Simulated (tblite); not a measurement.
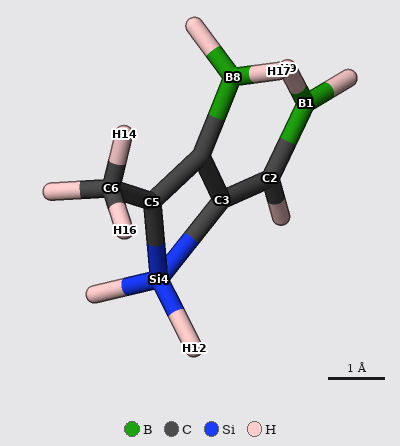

**Figure 1.** The input geometry (stick view, seen at a tilt; atoms are numbered from 1 in the order of the input). Bond lengths as drawn: B–C 1.51 to 1.56 Å, B–H 1.17 to 1.20 Å, C–C 1.36 to 1.48 Å, C–H 1.09 Å, C–Si 1.90 to 1.91 Å and H–Si 1.46 Å.

**Frequency calculation of C5H10B2Si**

C5H10B2Si, computed with GFN2-xTB harmonic vibrations, gas phase (tblite 0.8.0).

It belongs to a series of runs on one base structure; here: constitutional isomer.

Input:
```
{"job": {"kind": "ir", "xc": "GFN2-xTB", "basis": "xTB"}, "charge": 0, "multiplicity": 1}
B      2.720382    -0.860956    -0.280861
C      1.494994    -1.722067    -0.114401
C      0.281099    -1.125773     0.004960
Si    -1.576267    -1.494471     0.217788
C     -1.304550     0.379779     0.134023
C     -2.162154     1.589348     0.191720
C      0.053917     0.317740    -0.013004
B      1.201169     1.361293    -0.170208
H      2.499562     0.322605    -0.294354
H      3.820102    -1.240236    -0.394974
H      1.524701    -2.806695    -0.084841
H     -2.015271    -2.072114     1.489747
H     -2.268811    -2.142263    -0.897950
H     -1.565306     2.494737     0.095326
H     -2.904056     1.563575    -0.607302
H     -2.706320     1.619957     1.136685
H      1.564424     1.935336     0.790584
H      1.333626     1.886524    -1.214595
```

The first line tells a small driver script what to run in tblite; the rest is the geometry in Å.

Hardware: 1 CPU thread, shared host.

Command:
```bash
OMP_NUM_THREADS=1 python <driver script> task.json out
```

Output:
```
mode    cm-1     km/mol
  1      68.1      1.67
  2      85.7      0.26
  3     150.0      0.92
  4     181.9     13.91
  5     183.6      0.51
  6     232.1     12.19
  7     276.8      4.15
  8     354.1      6.14
  9     358.3      0.16
 10     404.0     21.92
 11     404.3      2.76
 12     465.8     23.39
 13     487.1     18.31
 14     571.3     71.52
 15     600.9    108.55
 16     626.7     27.30
 17     645.8     21.53
 18     679.8      1.64
 19     787.8     62.41
 20     800.1    278.95
 21     830.6     24.06
 22     860.0    137.63
 23     867.8      0.33
 24     889.4     69.43
 25     911.3     11.73
 26    1000.2      0.82
 27    1037.4     16.05
 28    1060.3     35.77
 29    1116.9     30.33
 30    1160.8     30.07
 31    1205.0     59.88
 32    1239.6    134.43
 33    1309.1     22.34
 34    1386.9      5.09
 35    1470.9     11.73
 36    1471.6     37.24
 37    1533.0    260.32
 38    1609.1     24.59
 39    2231.8    489.82
 40    2252.7    225.53
 41    2296.9    172.67
 42    2570.8    114.08
 43    2587.3    145.49
 44    2652.9    244.44
 45    2981.5     25.42
 46    2998.3     31.84
 47    3016.3     75.73
 48    3021.1     22.64
```

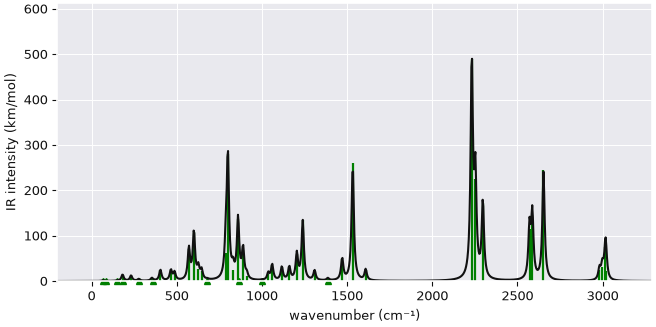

**Figure 2.** Harmonic infrared spectrum, unscaled: sticks (degenerate modes added up, dark ones marked on the axis) with a Lorentzian envelope of 16 cm⁻¹ full width, scaled to the tallest stick. 48 modes from 68 to 3021 cm⁻¹, none imaginary. The strongest line is at 2232 cm⁻¹ (490 km/mol).

Results in brief:

| quantity | value |
| --- | --- |
| outcome | converged |
| total energy | −541.5558 eV |
| zero-point energy | 79.9610 kcal/mol |
| wall time | 0.61 s |
| peak memory | 0.18 GiB |
